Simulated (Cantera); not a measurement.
Charge: 1 mol CS2, a varied amount of O2, equilibrated at 700 °C and 10000 Pa.

Equilibrium computed with Cantera from the NASA thermochemical tables; the gas is ideal and each condensed phase is pure. Candidate condensed phases: C, S; 22 gas species. Gases not in the tables: S3 to S7. Equilibrium is a limit: real reactors are often held back by kinetics, nucleation or transport.

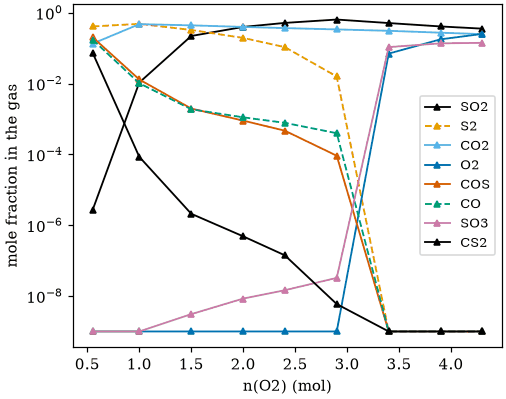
*Equilibrium gas composition (values under 1e-9 drawn at 1e-9)*

Read off the mole fractions at 3.9 mol O2.

SO2 about 0.41, CO2 about 0.27, O2 about 0.18, SO3 about 0.14.
